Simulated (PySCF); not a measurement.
**C7H13N3: density, localisation and related maps**

```xyz
23

C     3.8325   -0.3779    0.3538
C     2.4994   -0.1748   -0.2654
C     2.0098   -0.6138   -1.5039
N     0.7607   -0.1903   -1.6296
N     0.5206    0.4701   -0.5238
C    -0.7500    1.0597   -0.2277
C    -1.6394    0.1016    0.5815
C    -2.0539   -1.0890   -0.2773
C    -2.8633    0.8489    1.1020
N     1.5217    0.5064    0.3235
H     3.8971    0.2029    1.2695
H     4.6197   -0.0651   -0.3302
H     3.9841   -1.4310    0.5889
H     2.4899   -1.1869   -2.2697
H    -0.5642    1.9700    0.3470
H    -1.2296    1.3072   -1.1768
H    -1.0525   -0.2561    1.4347
H    -1.1827   -1.5726   -0.7121
H    -2.6996   -0.7609   -1.0891
H    -2.5939   -1.8198    0.3198
H    -3.4996    0.1763    1.6713
H    -2.5679    1.6712    1.7493
H    -3.4436    1.2509    0.2743
```

Geometry: GFN2-xTB.

These are results of PBE0/pcSseg-1, SCF density, gas phase, non-relativistic in PySCF 2.14.0, not measurements.

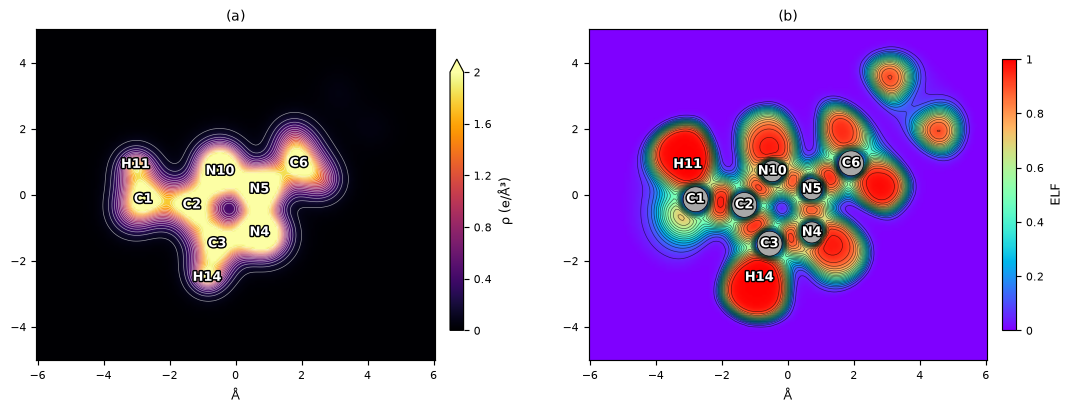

Figure 1. (a) total electron density; (b) electron localisation function on the plane of atoms C1, C2 and C3. Grey discs cover the atomic cores in the ELF map.

Question: Describe what can be read from this map.

Answer: The section cuts through C, N and H sites. N–N (1.31 Å): ρ is about 2.7 e/Å³ halfway; the ELF peaks at about 0.90 between the atoms; a covalent bond. C–N (1.32 Å): ρ at the midpoint is about 2.5 e/Å³; the ELF peaks at about 0.90 between the atoms: localised, covalent bonding. C–C (1.40 Å): ρ is about 2 e/Å³ halfway; the ELF peaks at about 0.95 between the atoms, as expected for localised, covalent bonding. C–H (1.07 Å): the density is about 2.1 e/Å³ at the midpoint; the ELF climbs to about 1 towards the hydrogen, as it does in any bond to H (a covalent bond by its length). C–N (1.43 Å): ρ is about 2 e/Å³ halfway; the ELF peaks at about 0.95 between the atoms: localised, covalent bonding. The ELF also peaks beside N4 and N10, away from the bonds: lone-pair regions.

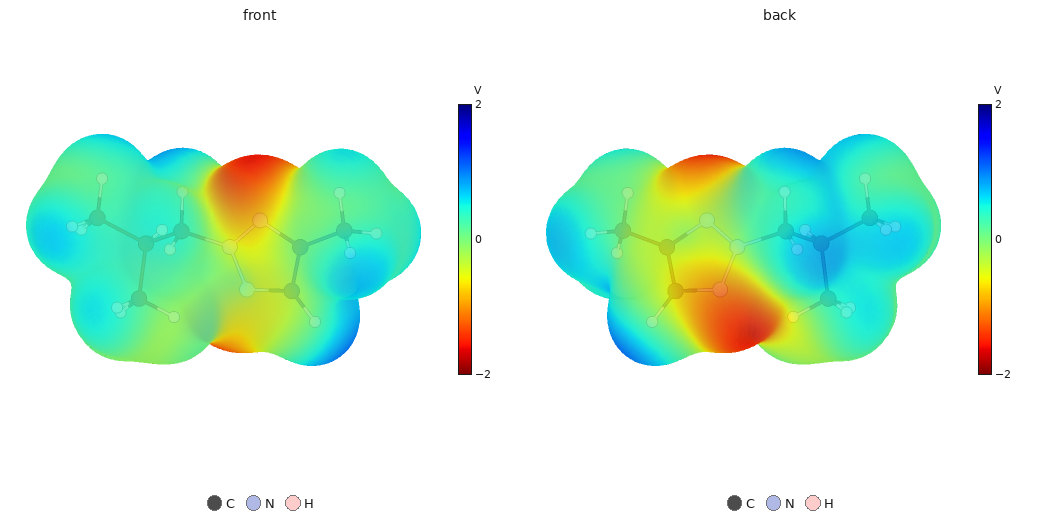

Figure 2. The electrostatic potential painted on the density surface at 0.002 e/bohr³, seen from the front and from behind; red is negative and blue positive.

Question: Where is the surface potential most negative and most positive?

Answer: The most negative region (about −1.6 V) lies over N4 and N10, the most positive (about +1.0 V) over H14.

Question: How polar is the molecule by this calculation?

Answer: Its dipole moment is 0.47 D.

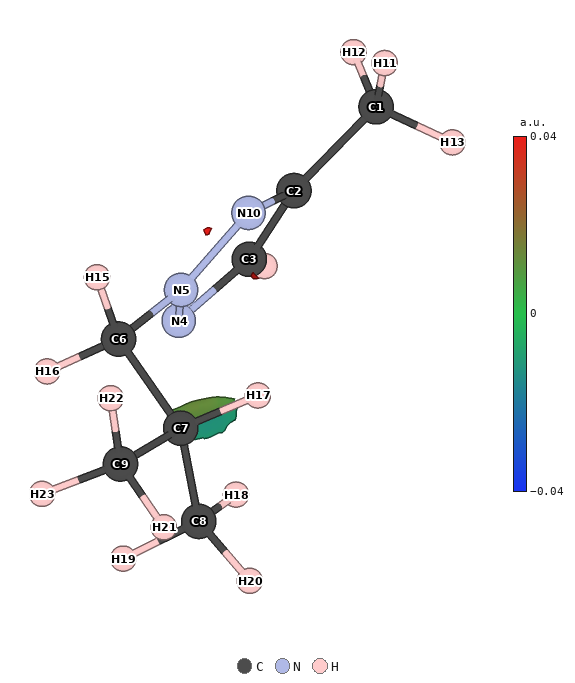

Figure 3. Non-covalent interaction (NCI) plot: the surface where the reduced density gradient is 0.5, for densities under 0.05 a.u., coloured by sign(λ₂)ρ; seen at an oblique angle.

Question: What holds or crowds the atoms apart from the covalent bonds?

Answer: Near H18, N4 and N5: mostly steric crowding (olive to red).
